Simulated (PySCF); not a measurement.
# C3H9AlBr3P ([AlBr3(PMe3)]): the cost of one run

Computed with PySCF 2.14.0 and routines of our own; the level stands in each step. Atoms count from 0.

### 1 The system as given

17 atoms, charge 0, multiplicity 1; geometry from: GFN2-xTB.

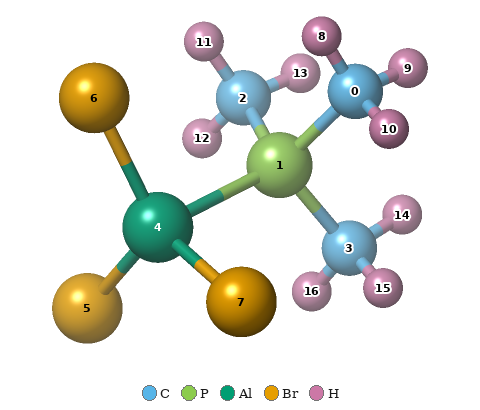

The starting geometry (carbon blue, phosphorus green, aluminium teal, bromine amber, hydrogen pink); sticks join atoms by distance alone.

### 2 Geometry optimisation at PBE0-D3(BJ)/def2-SVP

What the job is given:

```
{"job": {"xc": "PBE0", "basis": "def2-SVP", "d3": "d3bj", "grid": 1, "maxiter": 30, "shake": 0.01, "kind": "geom"}, "charge": 0, "multiplicity": 1}
C     -0.768520    -0.056420     1.660680
P     -0.026750    -0.010340    -0.001720
C     -0.305230    -1.708900    -0.617180
C     -1.161420     0.983560    -0.994300
Al     2.340350     0.777650    -0.071330
Br     2.706170     0.596560    -2.293080
Br     3.271440    -0.782940     1.299670
Br     2.045460     2.871830     0.777360
H     -0.214670    -0.680750     2.328290
H     -1.818590    -0.390560     1.603800
H     -0.785650     0.973020     2.081300
H      0.305490    -2.399680     0.001140
H      0.023570    -1.761820    -1.652100
H     -1.356720    -1.968060    -0.543010
H     -2.204800     0.559750    -0.911180
H     -1.190730     2.023560    -0.622890
H     -0.875910     0.985370    -2.035290
```

On the command line:

```bash
$ OMP_NUM_THREADS=2 python heavy_run.py task.json out
```

The driver reads the jobs from task.json and runs them one after another.

**Question.** How long does this first job take on 2 threads of Arm Neoverse V1, shared host, and how much memory does it need?

About 3.3 min, with a peak of 1.5 GiB.
